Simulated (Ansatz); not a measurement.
Electronic density of states of amorphous Hf$_{18}$O$_{39}$La$_{2}$, density 8.73 g/cm³, on a 2×2×2 Γ-centred mesh with a Gaussian width of 0.1 eV; energies count from the Fermi level, whose place inside the gap is arbitrary. Cell and mesh are small, so fine structure isn't converged. Level of theory: PBE, scalar-relativistic without spin-orbit coupling (plane waves to 420 eV, PAW; Ansatz, a quantum-chemistry and plane-wave program). Sampling: a 2×2×2 Γ-centred mesh; Fermi-Dirac width 0.02 eV; no spin polarisation. At PBE the levels at the filled edge of the gap are localised (band-tail or defect states).

It comes from a melt-quench run on a machine-learned potential (CHGNet), relaxed afterwards by DFT. O atoms were pushed apart under 1.9 Å during the dynamics, to hinder bonds among them. The hot cell started wider than the set density and was brought back towards it in steps. It is the lowest in DFT energy of 2 quenches. It is a model cell: composition and starting density were chosen by hand, and all elements were melted together. No dispersion term was used. Its density started from a set value of 8.75 and ended at 8.73 g/cm³. Cooling (nominally 380 K/ps over its main leg) ran many orders faster than in experiment, which tends to leave more defects and strain. A cell of this size samples the disorder only roughly. The volume was free in the relaxation, at fixed shape. Stress components on the final sampling reach 3.5 GPa.

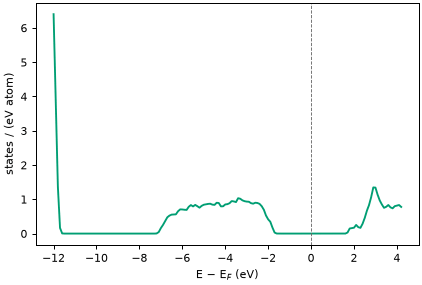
Figure. Density of states per atom

The level gap on this mesh is 3.64 eV; the broadening fills part of it in the curve.
